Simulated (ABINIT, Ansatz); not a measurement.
## BaAlGeH (P3m1): G0W0 with ABINIT, start to end

How does a plane-wave GW calculation on BaAlGeH (P3m1) run from the first input to the gap?

Method: PBEsol and many-body steps on it, plane waves, in ABINIT 10.8.3.

### Step 1. Starting point

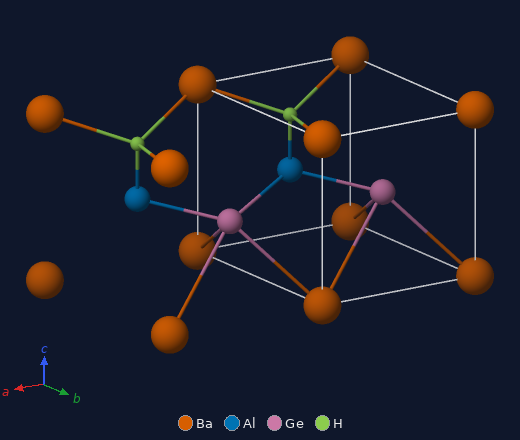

The starting structure, seen from a free direction (barium orange, aluminium blue, germanium pink, hydrogen green). 2×1×1 cells are drawn. Bonds to atoms that aren't drawn are left out. Some periodic images of atoms are drawn too.

The cell and positions come from the Crystallography Open Database and are kept as given unless a step says otherwise. Spin-orbit coupling is left out unless a step names it.

### Step 2. Ground state

This step: ABINIT 10.8.3; DFT, PBEsol, plane waves, norm-conserving pseudopotentials.

The ground-state density comes first.

The input, run.abi:

```
acell 3*1.0 Angstrom
rprim 
  4.344840000012 -0.000000000003 0.000000000000
  -2.172420000004 3.762741815391 0.000000000000
  0.000000000000 0.000000000000 5.216060000000
ntypat 4
znucl 56 13 32 1
natom 4
typat 1 2 3 4
xred 
  0.000000000000 0.000000000000 0.000000000000
  0.666666666667 0.333333333333 0.539500000000
  0.333333333333 0.666666666667 0.455100000000
  0.666666666667 0.333333333333 0.870300000000
pp_dirpath "pseudos"
pseudos "Ba.upf, Al.upf, Ge.upf, H.upf"
ecut 56
ngkpt 6 6 4
nshiftk 1
shiftk 0 0 0
kptopt 1
chksymbreak 0
nband 24
occopt 1
tolvrs 1e-10
nstep 60
prtwf 0
optforces 0
optstress 0
indata_prefix "in"
outdata_prefix "out"
tmpdata_prefix "tmp"
```

Launch:

```sh
$ OMP_NUM_THREADS=1 mpirun -n 4 abinit run.abi > log
```

Numbers of over 12 decimals in the logs are rounded to 6 here.

Log:

```text
.Version 10.8.3 of ABINIT. v10.8.2 released Aug 2026.

 Symmetries : space group P3 m 1 (#156); Bravais hP (primitive hexag.)
================================================================================
 Values of the parameters that define the memory need of the present run
     intxc =       0    ionmov =       0      iscf =       7    lmnmax =       6
     lnmax =       6     mgfft =      72  mpssoang =       3    mqgrid =    3321
     natom =       4  nloc_mem =       1    nspden =       1   nspinor =       1
    nsppol =       1      nsym =       6    n1xccc =    2501    ntypat =       4
    occopt =       1   xclevel =       2
-    mband =          24        mffmem =           1         mkmem =           6
       mpw =       11535          nfft =      259200          nkpt =          24
================================================================================
  Rough estimation (10% accuracy) of disk space for files :
================================================================================

--------------------------------------------------------------------------------
------------- Echo of variables that govern the present computation ------------
--------------------------------------------------------------------------------
 -outvars: echo values of preprocessed input variables --------
            acell      1.8897261259E+00  1.8897261259E+00  1.8897261259E+00 Bohr

      chksymbreak           0
             ecut      5.60000000E+01 Hartree
-          fftalg         312

              ixc     -116133
              kpt      0.00000000E+00  0.00000000E+00  0.00000000E+00
                       1.66666667E-01  0.00000000E+00  0.00000000E+00
                       3.33333333E-01  0.00000000E+00  0.00000000E+00
                       5.00000000E-01  0.00000000E+00  0.00000000E+00
                       1.66666667E-01  1.66666667E-01  0.00000000E+00
                       3.33333333E-01  1.66666667E-01  0.00000000E+00
                       3.33333333E-01  3.33333333E-01  0.00000000E+00
                       0.00000000E+00  0.00000000E+00  2.50000000E-01
                       1.66666667E-01  0.00000000E+00  2.50000000E-01
   [... 13 further rows ...]
                       3.33333333E-01  1.66666667E-01  5.00000000E-01
                       3.33333333E-01  3.33333333E-01  5.00000000E-01
         kptrlatt        6    0    0      0    6    0      0    0    4
          kptrlen      3.94276994E+01
P           mkmem           6
            natom           4
            nband          24
            ngfft          60      60      72
             nkpt          24
            nstep          60
             nsym           6
           ntypat           4
              occ      2.000000  2.000000  2.000000  2.000000  2.000000  2.000000
                       2.000000  2.000000  2.000000  2.000000  2.000000  2.000000
                       2.000000  2.000000  2.000000  2.000000  2.000000  2.000000
                       0.000000  0.000000  0.000000  0.000000  0.000000  0.000000
        optforces           0
        optstress           0
            prtwf           0
            rprim      4.3448400000E+00 -3.0000000000E-12  0.0000000000E+00
[...]
spgroup         156

           tolvrs      1.00000000E-10

             xred      0.0000000000E+00  0.0000000000E+00  0.0000000000E+00
[...]
znucl       56.00000   13.00000   32.00000    1.00000

================================================================================

 chkinp: Checking input parameters for consistency.

================================================================================
== DATASET  1 ==================================================================
-   mpi_nproc: 4, omp_nthreads: 1 (-1 if OMP is not activated)

--- !DatasetInfo
iteration_state: {dtset: 1, }
dimensions: {natom: 4, nkpt: 24, mband: 24, nsppol: 1, nspinor: 1, nspden: 1, mpw: 11535, }
cutoff_energies: {ecut:  56.0, pawecutdg:  -1.0, }
electrons: {nelect:   3.60000000E+01, charge:   0.00000000E+00, occopt:   1.00000000E+00, tsmear:   1.00000000E-02, }

 Real(R)+Recip(G) space primitive vectors, cartesian coordinates (Bohr,Bohr^-1):
 R(1)=  8.2105577  0.0000000  0.0000000  G(1)=  0.1217944  0.0703180  0.0000000
 R(2)= -4.1052788  7.1105515  0.0000000  G(2)=  0.0000000  0.1406361  0.0000000
 R(3)=  0.0000000  0.0000000  9.8569249  G(3)=  0.0000000  0.0000000  0.1014515
 Unit cell volume ucvol=  5.7546298E+02 bohr^3
 Angles (23,13,12)=  9.00000000E+01  9.00000000E+01  1.20000000E+02 degrees

 getcut: wavevector=  0.0000  0.0000  0.0000  ngfft=  60  60  72
         ecut(hartree)=     56.000   => boxcut(ratio)=   2.16836

--- Pseudopotential description ------------------------------------------------
- Ba Generated using ONCVPSP code by D. R. Hamann
- 56.00000  10.00000  180301                  znucl, zion, pspdat
12 -116133 2 -1 1936                          pspcod,pspxc,lmax,lloc,mmax
     nproj     2     2     2
  pspatm : epsatm=   22.57506632
         --- l  ekb(1:nproj) -->
[...]
pspatm: atomic psp has been read  and splines computed

- Al Generated using ONCVPSP code by D. R. Hamann
- 13.00000   3.00000  180301                  znucl, zion, pspdat
12 -116133 2 -1 1876                          pspcod,pspxc,lmax,lloc,mmax
     nproj     2     2     2
  pspatm : epsatm=    0.68509285
         --- l  ekb(1:nproj) -->
[...]
pspatm: atomic psp has been read  and splines computed

- Ge Generated using ONCVPSP code by D. R. Hamann
- 32.00000  22.00000  180301                  znucl, zion, pspdat
12 -116133 2 -1 1560                          pspcod,pspxc,lmax,lloc,mmax
     nproj     2     2     2
  pspatm : epsatm=   22.55990694
         --- l  ekb(1:nproj) -->
[...]
pspatm: atomic psp has been read  and splines computed

- H Generated using ONCVPSP code by D. R. Hamann
-  1.00000   1.00000  180301                  znucl, zion, pspdat
12 -116133 1 -1 1180                          pspcod,pspxc,lmax,lloc,mmax
     nproj     2     1     0
  pspatm : epsatm=    0.35585368
         --- l  ekb(1:nproj) -->
[...]
1   -0.494138
 pspatm: atomic psp has been read  and splines computed

   1.66233311E+03                                ecore*ucvol(ha*bohr**3)
--------------------------------------------------------------------------------

_setup2: Arith. and geom. avg. npw (full set) are   11518.840   11518.833

================================================================================

--- !BeginCycle
iteration_state: {dtset: 1, }
solver: {iscf: 7, nstep: 60, nline: 4, wfoptalg: 0, }
tolerances: {tolvrs: 1.00E-10, }

     iter   Etot(hartree)      deltaE(h)  residm     vres2
 ETOT  1  -305.13574487022    -3.051E+02 9.678E-01 1.519E+04
 ETOT  2  -308.09122561046    -2.955E+00 6.542E-02 3.034E+04
 ETOT  3  -310.12160237372    -2.030E+00 5.858E-02 5.548E+03
 ETOT  4  -310.40774994325    -2.861E-01 2.727E-02 1.650E+03
 ETOT  5  -310.51342302835    -1.057E-01 2.219E-02 2.286E+02
 ETOT  6  -310.52704909977    -1.363E-02 2.187E-03 2.341E+01
 ETOT  7  -310.52867501495    -1.626E-03 6.714E-03 4.879E-02
 ETOT  8  -310.52867670454    -1.690E-06 1.645E-03 1.080E-02
 ETOT  9  -310.52867772241    -1.018E-06 2.298E-03 3.977E-05
 ETOT 10  -310.52867772691    -4.503E-09 2.956E-04 9.000E-06
 ETOT 11  -310.52867772729    -3.808E-10 2.441E-04 1.639E-07
 ETOT 12  -310.52867772732    -3.473E-11 1.328E-04 6.297E-09
 ETOT 13  -310.52867772731     8.754E-12 1.420E-04 5.476E-11

 At SCF step   13       vres2   =  5.48E-11 < tolvrs=  1.00E-10 =>converged.

--- !ResultsGS
iteration_state: {dtset: 1, }
comment   : Summary of ground state results
lattice_vectors:
- [  8.2105577,  -0.0000000,   0.0000000, ]
- [ -4.1052788,   7.1105515,   0.0000000, ]
- [  0.0000000,   0.0000000,   9.8569249, ]
lattice_lengths: [   8.21056,    8.21056,    9.85692, ]
lattice_angles: [ 90.000,  90.000, 120.000, ] # degrees, (23, 13, 12)
lattice_volume:   5.7546298E+02
convergence: {deltae:  8.754E-12, res2:  5.476E-11, residm:  1.420E-04, diffor:  0.000E+00, }
etotal    :  -3.10528678E+02
entropy   :   0.00000000E+00
fermie    :   2.16286011E-01
cartesian_stress_tensor: null
pressure_GPa: null
xred      :
- [  0.0000E+00,   0.0000E+00,   0.0000E+00, Ba]
- [  6.6667E-01,   3.3333E-01,   5.3950E-01, Al]
- [  3.3333E-01,   6.6667E-01,   4.5510E-01, Ge]
- [  6.6667E-01,   3.3333E-01,   8.7030E-01,  H]
cartesian_forces: null
force_length_stats: {min: null, max: null, mean: null, }

 Integrated electronic density in atomic spheres:
 ------------------------------------------------
 Atom  Sphere_radius  Integrated_density
[...]
4        2.00000          1.38343472
================================================================================

 ----iterations are completed or convergence reached----

 Mean square residual over all n,k,spin=   53.942E-08; max=  14.197E-05
 reduced coordinates (array xred) for    4 atoms
       0.000000000000      0.000000000000      0.000000000000
       0.666666666667      0.333333333333      0.539500000000
       0.333333333333      0.666666666667      0.455100000000
       0.666666666667      0.333333333333      0.870300000000
 rms dE/dt=  0.0000E+00; max dE/dt=  0.0000E+00; dE/dt below (all hartree)
    1       0.000000000000      0.000000000000      0.000000000000
    2       0.000000000000      0.000000000000      0.000000000000
    3       0.000000000000      0.000000000000      0.000000000000
    4       0.000000000000      0.000000000000      0.000000000000

 cartesian coordinates (angstrom) at end:
    1      0.000000     0.000000     0.000000
    2      2.172420     1.254247     2.814064
    3      1.33e-12     2.508495     2.373829
    4      2.172420     1.254247     4.539537
 length scales=  1.889726125908  1.889726125908  1.889726125908 bohr
              =  1.000000000000  1.000000000000  1.000000000000 angstroms
 prteigrs : about to open file out_EIG
 Fermi (or HOMO) energy (hartree) =   0.21629   Average Vxc (hartree)=  -0.35362
 Eigenvalues (hartree) for nkpt=  24  k points:
 kpt#   1, nband= 24, wtk=  0.00694, kpt=  0.0000  0.0000  0.0000 (reduced coord)
  -5.73940   -3.80315   -3.80315   -3.80229   -0.78630   -0.64019   -0.64019   -0.63857
  -0.63857   -0.63841   -0.24865   -0.23497   -0.23497   -0.12397    0.05987    0.18795
   0.20080    0.20080    0.25789    0.33764    0.33764    0.37647    0.37689    0.38058
 prteigrs : prtvol=0 or 1, do not print more k-points.

--- !EnergyTerms
iteration_state     : {dtset: 1, }
comment             : Components of total free energy in Hartree
kinetic             :  1.41708971993449E+02
hartree             :  1.45499219716856E+02
xc                  : -3.53376617098924E+01
Ewald energy        : -1.27317646753708E+02
psp_core            :  2.88868820079072E+00
local_psp           : -3.70561720854509E+02
non_local_psp       : -6.74085283203013E+01
total_energy        : -3.10528677727315E+02
total_energy_eV     : -8.44991579009172E+03
band_energy         : -4.28926699645622E+01

== END DATASET(S) ==============================================================
================================================================================

 -outvars: echo values of variables after computation  --------
           etotal     -3.1052867773E+02
            nband          24
             nkpt          24
          spgroup         156
 [... the other variables as echoed above ...]

 Calculation completed.
```

Elapsed: 64 s, on 4 MPI ranks of AMD EPYC 7R13 (Zen 3), shared host; peak memory 0.63 GiB; 4.3 min of CPU time.

Numbers from this step:

* total energy: -8449.9158 eV
* gap: 0.7867 eV
* k of the valence top: 0, 0, 0.5
* k of the conduction bottom: 0.5, 0, 0
* least direct gap: 1.302 eV

The gap is indirect, with the least direct gap 0.52 eV higher.

### Step 3. Empty states on the mesh, 3×3×2 mesh, 63 bands

The sums over transitions need many empty states on a uniform mesh; this step solves for them.

run.abi: that of step 2 with these lines changed.

```diff
@@ -17,3 +17,3 @@
 ecut 56
-ngkpt 6 6 4
+ngkpt 3 3 2
 nshiftk 1
@@ -22,9 +22,10 @@
 chksymbreak 0
-nband 24
-occopt 1
-tolvrs 1e-10
+iscf -2
+irdden 1
+istwfk *1
+nband 63
+nbdbuf 4
+tolwfr 1e-09
 nstep 60
-prtwf 0
-optforces 0
-optstress 0
+prtvol 0
 indata_prefix "in"
```

Log:

```text
.Version 10.8.3 of ABINIT. v10.8.2 released Aug 2026.

 Symmetries : space group P3 m 1 (#156); Bravais hP (primitive hexag.)
[... echo of the input left out ...]
== DATASET  1 ==================================================================
-   mpi_nproc: 4, omp_nthreads: 1 (-1 if OMP is not activated)

--- !DatasetInfo
iteration_state: {dtset: 1, }
dimensions: {natom: 4, nkpt: 6, mband: 63, nsppol: 1, nspinor: 1, nspden: 1, mpw: 11532, }
cutoff_energies: {ecut:  56.0, pawecutdg:  -1.0, }
electrons: {nelect:   3.60000000E+01, charge:   0.00000000E+00, occopt:   1.00000000E+00, tsmear:   1.00000000E-02, }

 Real(R)+Recip(G) space primitive vectors, cartesian coordinates (Bohr,Bohr^-1):
 R(1)=  8.2105577  0.0000000  0.0000000  G(1)=  0.1217944  0.0703180  0.0000000
 R(2)= -4.1052788  7.1105515  0.0000000  G(2)=  0.0000000  0.1406361  0.0000000
 R(3)=  0.0000000  0.0000000  9.8569249  G(3)=  0.0000000  0.0000000  0.1014515
 Unit cell volume ucvol=  5.7546298E+02 bohr^3
 Angles (23,13,12)=  9.00000000E+01  9.00000000E+01  1.20000000E+02 degrees

 getcut: wavevector=  0.0000  0.0000  0.0000  ngfft=  60  60  72
         ecut(hartree)=     56.000   => boxcut(ratio)=   2.16836

--- Pseudopotential description ------------------------------------------------
- Ba Generated using ONCVPSP code by D. R. Hamann
- 56.00000  10.00000  180301                  znucl, zion, pspdat
12 -116133 2 -1 1936                          pspcod,pspxc,lmax,lloc,mmax
     nproj     2     2     2
  pspatm : epsatm=   22.57506632
         --- l  ekb(1:nproj) -->
             0    6.556682    0.638229
             1    5.348860    0.533728
             2    4.518908    0.934050
 pspatm: atomic psp has been read  and splines computed

- Al Generated using ONCVPSP code by D. R. Hamann
- 13.00000   3.00000  180301                  znucl, zion, pspdat
12 -116133 2 -1 1876                          pspcod,pspxc,lmax,lloc,mmax
     nproj     2     2     2
  pspatm : epsatm=    0.68509285
         --- l  ekb(1:nproj) -->
[...]
pspatm: atomic psp has been read  and splines computed

- Ge Generated using ONCVPSP code by D. R. Hamann
- 32.00000  22.00000  180301                  znucl, zion, pspdat
12 -116133 2 -1 1560                          pspcod,pspxc,lmax,lloc,mmax
     nproj     2     2     2
  pspatm : epsatm=   22.55990694
         --- l  ekb(1:nproj) -->
[...]
pspatm: atomic psp has been read  and splines computed

- H Generated using ONCVPSP code by D. R. Hamann
-  1.00000   1.00000  180301                  znucl, zion, pspdat
12 -116133 1 -1 1180                          pspcod,pspxc,lmax,lloc,mmax
     nproj     2     1     0
  pspatm : epsatm=    0.35585368
         --- l  ekb(1:nproj) -->
[...]
1   -0.494138
 pspatm: atomic psp has been read  and splines computed

[...]
2.57E-10  2.59E-10  2.26E-10  2.24E-10  4.58E-10  2.16E-10  8.44E-10  2.99E-10
  8.05E-10  2.35E-10  8.34E-10  1.95E-10  7.95E-10  7.83E-10  6.88E-10  4.82E-10
  4.74E-11  4.08E-10  9.45E-10  2.33E-10  6.46E-10  4.60E-10  9.63E-10  3.85E-10
[...]
4.99E-10  3.66E-10  4.67E-10  2.71E-10  6.24E-10  3.87E-09  3.13E-08
 -5.7394E+00 -3.8031E+00 -3.8031E+00 -3.8023E+00 -7.8630E-01 -6.4019E-01
 -6.4019E-01 -6.3857E-01 -6.3857E-01 -6.3841E-01 -2.4865E-01 -2.3497E-01
 -2.3497E-01 -1.2397E-01  5.9873E-02  1.8795E-01  2.0080E-01  2.0080E-01
[...]
1.0377E+00  1.0681E+00  1.0770E+00  1.0770E+00  1.1263E+00  1.1263E+00
  1.1263E+00  1.1286E+00  1.2052E+00  1.2365E+00  1.2365E+00  1.2424E+00
[...]
prteigrs : prtvol=0 or 1, do not print more k-points.

--- !ResultsGS
iteration_state: {dtset: 1, }
comment   : Summary of ground state results
lattice_vectors:
- [  8.2105577,  -0.0000000,   0.0000000, ]
- [ -4.1052788,   7.1105515,   0.0000000, ]
- [  0.0000000,   0.0000000,   9.8569249, ]
lattice_lengths: [   8.21056,    8.21056,    9.85692, ]
lattice_angles: [ 90.000,  90.000, 120.000, ] # degrees, (23, 13, 12)
lattice_volume:   5.7546298E+02
convergence: {deltae:  0.000E+00, res2:  0.000E+00, residm:  9.896E-10, diffor:  0.000E+00, }
etotal    :  -3.10528678E+02
entropy   :   0.00000000E+00
fermie    :   2.16286011E-01
cartesian_stress_tensor: null
pressure_GPa: null
xred      :
- [  0.0000E+00,   0.0000E+00,   0.0000E+00, Ba]
- [  6.6667E-01,   3.3333E-01,   5.3950E-01, Al]
- [  3.3333E-01,   6.6667E-01,   4.5510E-01, Ge]
- [  6.6667E-01,   3.3333E-01,   8.7030E-01,  H]
cartesian_forces: null
force_length_stats: {min: null, max: null, mean: null, }

 Integrated electronic density in atomic spheres:
 ------------------------------------------------
 Atom  Sphere_radius  Integrated_density
[...]
================================================================================

 ----iterations are completed or convergence reached----

 Mean square residual over all n,k,spin=   49.925E-11; max=  98.960E-11
 reduced coordinates (array xred) for    4 atoms
[...]
0.333333333333      0.666666666667      0.455100000000
       0.666666666667      0.333333333333      0.870300000000

 cartesian coordinates (angstrom) at end:
    1      0.000000     0.000000     0.000000
    2      2.172420     1.254247     2.814064
    3      1.33e-12     2.508495     2.373829
    4      2.172420     1.254247     4.539537
 length scales=  1.889726125908  1.889726125908  1.889726125908 bohr
              =  1.000000000000  1.000000000000  1.000000000000 angstroms
 prteigrs : about to open file out_EIG
 Eigenvalues (hartree) for nkpt=   6  k points:
 kpt#   1, nband= 63, wtk=  0.05556, kpt=  0.0000  0.0000  0.0000 (reduced coord)
[...]
0.91104    0.91379    0.91379    0.94570    0.95937    0.95937    1.00074    1.00074
   1.03774    1.06806    1.07705    1.07705    1.12627    1.12627    1.12628    1.12864
   1.20516    1.23647    1.23647    1.24244    1.24244    1.29666    1.31123
 prteigrs : prtvol=0 or 1, do not print more k-points.

== END DATASET(S) ==============================================================
================================================================================

 -outvars: echo values of variables after computation  --------
            nband          63
             nkpt           6
          spgroup         156
 [... the other variables as echoed above ...]

 Calculation completed.
```

Run time: 35 s. Hardware: 4 MPI ranks; peak memory 0.46 GiB; 2.3 min of CPU time.

Numbers from this step:

```
gap                                                           : 1.132 eV
k of the valence top                                          : 0, 0, 0.5
k of the conduction bottom                                    : 0, 0, 0
least direct gap                                              : 1.350 eV
k points computed                                             : 6
lowest point of the top converged band, above the valence top : 27.76 eV
```

On this mesh the gap is 1.132 eV. The earlier step found 0.787 eV, so this mesh misses an edge.

(Continued in part 2 of 2.)

[Paths, hosts, dates, memory and timing lines, banners, echoed tables and standing remarks are left out of the program output.]

[Logs are printed without paths, hosts, clocks, repeated set-up lines and the standing remarks that a program may print on its own settings, such as how far it seeks lower states.]

[Runs of the session that timed out or met a known fault of the program may be left out.]

[Hosts, paths, dates, database ids (printed as entryN), source tags and the programs' standing remarks are cut or masked in the printed files.]

[G0W0 gaps are taken among the corrected bands and points alone; a level outside them can change the order at an edge.]

[Where Ansatz stands beside ABINIT at settings called matched, ABINIT's density can come from a denser mesh and the files from another edition; pairs whose starting gaps differed by over 0.03 eV were left out, so agreement reads better than it is.]
